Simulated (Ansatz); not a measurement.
# Direct or indirect: KF (Fm-3m)

Space group Fm-3m (No. 225). a = 5.344 Å, b = 5.344 Å, c = 5.344 Å, α = 90.00°, β = 90.00°, γ = 90.00°
```json
{"atom": "K", "site": "4a", "symmetry": "m-3m", "x": "0.0000", "y": "0.0000", "z": "0.0000"}
{"atom": "F", "site": "4b", "symmetry": "m-3m", "x": "0.5000", "y": "0.0000", "z": "0.0000"}
```

Method: Ansatz, PBE, independent particles, without spin-orbit coupling, line width 0.15 eV (Gaussian). The band structure gives a fundamental gap of 6.18 eV. The spectrum of vertical transitions near the edge:

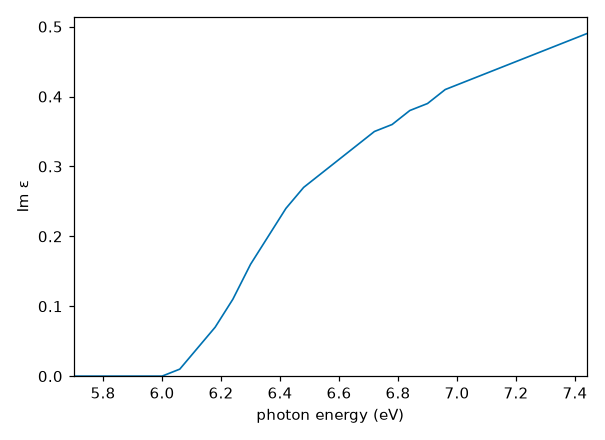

Is the gap direct or indirect, and about where do vertical transitions set in?

Direct: the band path has its least direct gap at the fundamental one, 6.18 eV, and the curves rise from there. Lines are broadened by 0.15 eV, which spreads the edge.

[Logs are printed without paths, hosts, clocks, repeated set-up lines and the standing remarks that a program may print on its own settings, such as how far it seeks lower states.]
